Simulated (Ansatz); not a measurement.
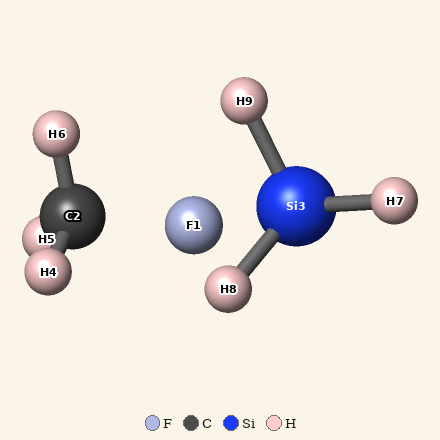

The system is the reacting system CH6FSi (fragments CH₃F + H₃Si where the first distance is long, FH₃Si + CH₃ where the second is long), spin multiplicity 2; the picture shows the reference structure. The first coordinate is: distance F1–Si3 (bond that forms); the second: distance F1–C2 (bond that breaks). Relaxed at each point: all other coordinates. The scan uses a 10 × 10 grid. Points are written as (first, second). All energies are given in kJ/mol relative to the lowest grid point. Energies and slopes of some neighbouring points disagree (a jump in structure or state, or too coarse a mesh). All numbers below come from UKS r2SCAN-D4/def2-SVP in Ansatz.

Its coordinates:

```yaml
atoms:
  - { symbol: F, position_ang: [0.4292, -0.4332, -0.8083] }
  - { symbol: C, position_ang: [-0.5659, 0.6123, -1.3525] }
  - { symbol: Si, position_ang: [0.7595, -0.8190, 1.2767] }
  - { symbol: H, position_ang: [-1.5262, 0.3692, -0.8868] }
  - { symbol: H, position_ang: [-0.5584, 0.4665, -2.4365] }
  - { symbol: H, position_ang: [-0.1680, 1.5830, -1.0407] }
  - { symbol: H, position_ang: [1.2833, -1.4125, 2.5688] }
  - { symbol: H, position_ang: [-0.7262, -1.0107, 1.3258] }
  - { symbol: H, position_ang: [1.0724, 0.6444, 1.3534] }
```

Range: distance F1–Si3 (bond that forms) from 1.539 to 3.339 Å; distance F1–C2 (bond that breaks) from 1.224 to 2.724 Å.

Question: What landscape does the calculation give?

Answer: The lowest grid point is at (1.654 Å, 2.724 Å). It lies in a valley that leaves the map towards separated partners. Other grid points that lie below all their neighbours: (3.093 Å, 1.320 Å) (126 kJ/mol higher). The highest grid point, (1.539 Å, 1.224 Å), lies 509 kJ/mol above the lowest.

```csv
"second ↓, first →",1.539,1.654,1.814,1.995,2.192,2.402,2.623,2.854,3.093,3.339
2.724,14,0,39,116,206,292,365,418,453,477
2.519,21,6,44,119,207,289,356,403,436,457
2.320,35,19,55,127,210,284,342,383,410,427
2.128,63,45,77,142,215,276,321,351,373,384
1.943,112,90,113,165,218,259,287,305,309,313
1.768,191,159,165,190,214,230,233,235,237,241
1.604,295,247,216,197,185,176,171,170,172,174
1.453,379,290,220,178,153,138,130,127,127,129
1.320,431,329,247,195,162,142,131,127,126,127
1.224,509,402,313,255,217,194,181,175,173,174
```

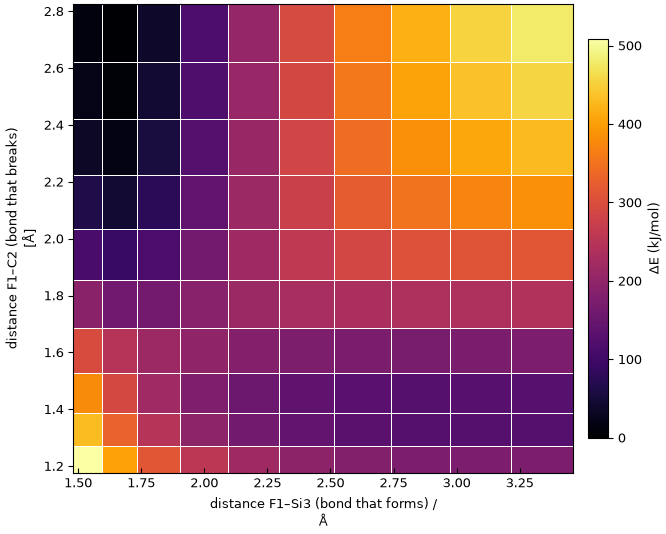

In the figure: one coloured cell a grid point.

Each point was launched as `ansatz run input.yaml --threads 1 --pin off --max-ram 2560MiB --backend cpu --events-out ev --progress --plain --runs-dir out`. Time for the 100 points that were run: 33 min on 1 thread of Intel(R) Xeon(R) 6975P-C (Granite Rapids), with other jobs on the host.
